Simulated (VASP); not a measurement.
Band structure of BaZrO₃ (cubic perovskite). Level of theory: MS2 meta-GGA, VASP's PBE PAW potentials (set 64) (plane waves; VASP).

Unless said otherwise, spin-orbit coupling is left out, though it shifts the bands of the heavy elements here.

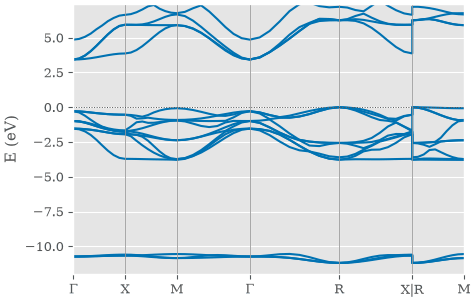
Figure. Bands along high-symmetry lines, zero at the valence-band maximum or, without a gap, the Fermi level

Problem. Read the plot: is there a gap, and where are the band edges?

Solution. The gap is indirect, 3.43 eV, from the valence maximum at R to the conduction minimum at Γ.

The compound is BaZrO3 in the cubic perovskite structure. It was relaxed first.
